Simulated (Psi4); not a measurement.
# HS (SMILES [SH]) at UM06-2X/6-311+G(d,p) (density fitting with def2-universal-jkfit, sweep point 3)

Aim: the vertical electron affinity of HS at UM06-2X/6-311+G** (density fitting with def2-universal-jkfit, sweep point 3), from 2 runs. 

Program for the calculation: Psi4 1.11.

2 further runs of the same task are left out: 2 set aside as unsound or not needed.

### Step 1. The molecule

The species is HS (2 atoms), meant as a doublet with charge 0. SMILES: `[SH]`. The shape is that of a GFN2-xTB optimisation.

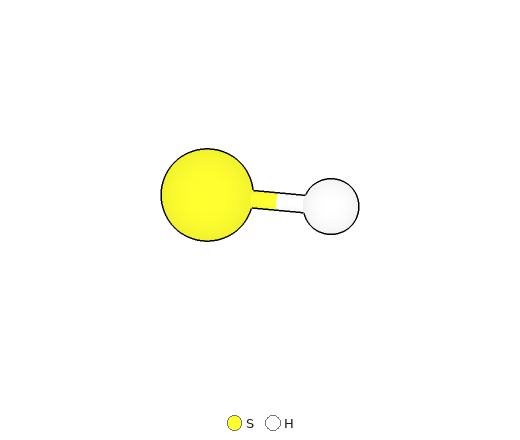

Viewed from a chosen angle; sulfur yellow, hydrogen white.

### Step 2. The energy at UM06-2X/6-311+G(d,p) (density fitting with def2-universal-jkfit, sweep point 3)

Input file job.in:

```
memory 1600 mb

molecule system {
  0 2
  S      0.568010    -0.185670     0.292090
  H     -0.568010     0.185670    -0.292090
  units angstrom
  symmetry c1
}

set {
  basis 6-311+G**
  reference uks
  puream true
  scf_type df
  dft_radial_points 99
  dft_spherical_points 590
  df_basis_scf def2-universal-jkfit
  maxiter 150
}

energy("m06-2x")
```

Started as:

```bash
$ psi4 -i job.in -o job.out -n 1
```

job.out:

```text
[...]
  Running in c1 symmetry.
[...]
  Nuclear repulsion =    6.364600578970911
[...]
  Multiplicity = 2
[...]
  Nalpha       = 9
  Nbeta        = 8
[...]
    Number of basis functions: 36
[...]
   @DF-UKS iter   1:  -398.70924535319028   -2.92977e-01   8.88014e-03 ADIIS/DIIS
[...]
   @DF-UKS iter   8:  -398.72990540972910   -4.99080e-09   2.55937e-07 DIIS
[...]
   @S^2 Observed:                7.529743686E-01
[...]
    Orbital Energies [Eh]
    ---------------------
    Alpha Occupied:
       1A    -89.927362     2A     -8.288773     3A     -6.220855
       4A     -6.208148     5A     -6.202607     6A     -0.827621
       7A     -0.475678     8A     -0.376468     9A     -0.335600
    Alpha Virtual:
      10A      0.031345    11A      0.053539    12A      0.056989
      13A      0.060510    14A      0.086361    15A      0.323992
      16A      0.351054    17A      0.357963    18A      0.399054
      19A      0.586723    20A      0.706616    21A      0.736687
      22A      0.791103    23A      0.792333    24A      0.994778
      25A      1.471260    26A      1.485684    27A      1.647042
[...]
  @DF-UKS Final Energy:  -398.72990540972910
   => Energetics <=
    Nuclear Repulsion Energy =              6.3646005789709115
    One-Electron Energy =                -563.0130637309438271
    Two-Electron Energy =                 170.2287462600154981
    DFT Exchange-Correlation Energy =     -12.3101885177716923
    Empirical Dispersion Energy =           0.0000000000000000
    VV10 Nonlocal Energy =                  0.0000000000000000
    Total Energy =                       -398.7299054097290991
[...]
 Multipole Moments:
 ------------------------------------------------------------------------------------
     Multipole            Electronic (a.u.)      Nuclear  (a.u.)        Total (a.u.)
 ------------------------------------------------------------------------------------
 L = 1.  Multiply by 2.5417464519 to convert [e a0] to [Debye]
 Dipole X            :         -0.0000000            0.0000000           -0.0000000
 Dipole Y            :         -0.0000000           -0.0000000           -0.0000000
 Dipole Z            :          0.7793542           -1.2079336           -0.4285794
 Magnitude           :                                                    0.4285794
[...]
```

Wall time 4.5 s (1 thread of Intel Xeon Platinum 8488C (Sapphire Rapids), shared host); peak memory 0.46 GiB.

### Step 3. The singlet anion, same level

Input file job.inp:

```
memory 1600 mb

molecule system {
  -1 1
  S      0.568010    -0.185670     0.292090
  H     -0.568010     0.185670    -0.292090
  symmetry c1
}

set reference rks
set puream true
set scf_type df
set dft_radial_points 99
set dft_spherical_points 590
set df_basis_scf def2-universal-jkfit

e, wfn = energy("m06-2x/6-311+G**", return_wfn=True)
```

Started as:

```bash
$ psi4 job.inp job.out -n 1
```

job.out:

```text
[...]
  Running in c1 symmetry.
[...]
  Nuclear repulsion =    6.364600578970911
[...]
  Multiplicity = 1
[...]
  Nalpha       = 9
  Nbeta        = 9
[...]
    Number of basis functions: 36
[...]
   @DF-RKS iter   1:  -398.68135823365651   -2.65090e-01   1.47627e-02 DIIS/ADIIS
[...]
   @DF-RKS iter   7:  -398.81492786983648   -2.17525e-08   9.26961e-07 DIIS
[...]
    Orbital Energies [Eh]
    ---------------------
    Doubly Occupied:
       1A    -89.600769     2A     -7.965732     3A     -5.887706
       4A     -5.882927     5A     -5.882927     6A     -0.506344
       7A     -0.182137     8A     -0.039721     9A     -0.039721
[...]
  @DF-RKS Final Energy:  -398.81492786983648
   => Energetics <=
    Nuclear Repulsion Energy =              6.3646005789709115
    One-Electron Energy =                -568.3382805107178228
    Two-Electron Energy =                 175.5911266141067131
    DFT Exchange-Correlation Energy =     -12.4323745521963360
    Empirical Dispersion Energy =           0.0000000000000000
    VV10 Nonlocal Energy =                  0.0000000000000000
    Total Energy =                       -398.8149278698365379
[...]
 Multipole Moments:
 ------------------------------------------------------------------------------------
     Multipole            Electronic (a.u.)      Nuclear  (a.u.)        Total (a.u.)
 ------------------------------------------------------------------------------------
 L = 1.  Multiply by 2.5417464519 to convert [e a0] to [Debye]
 Dipole X            :          0.0000000            0.0000000            0.0000000
 Dipole Y            :         -0.0000000           -0.0000000           -0.0000000
 Dipole Z            :          0.8658534           -1.2079336           -0.3420802
 Magnitude           :                                                    0.3420802
[...]
```

It took 3.6 s on 1 thread of Intel Xeon Platinum 8488C (Sapphire Rapids), shared host; peak memory 0.46 GiB.

### Step 4. Outcome

Level: UM06-2X/6-311+G** (density fitting with def2-universal-jkfit, sweep point 3).

```
                                                            quantity          value
                                            doublet HS: total energy  -398.72991 Eh
                                           doublet HS: dipole moment         1.09 D
                      doublet HS: HOMO energy (highest over α and β)       -8.56 eV
                       doublet HS: LUMO energy (lowest over α and β)       -3.62 eV
                                                    doublet HS: ⟨S²⟩          0.753
                                         singlet anion: total energy  -398.81493 Eh
                                          singlet anion: HOMO energy       -1.08 eV
                                          singlet anion: LUMO energy        5.41 eV
singlet anion: HOMO–LUMO gap (to an unbound level, set by the basis)        6.49 eV
                   vertical electron affinity (to the singlet anion)       2.314 eV
```

What this shows: At fixed nuclei the extra electron is bound by 2.31 eV (223 kJ/mol).
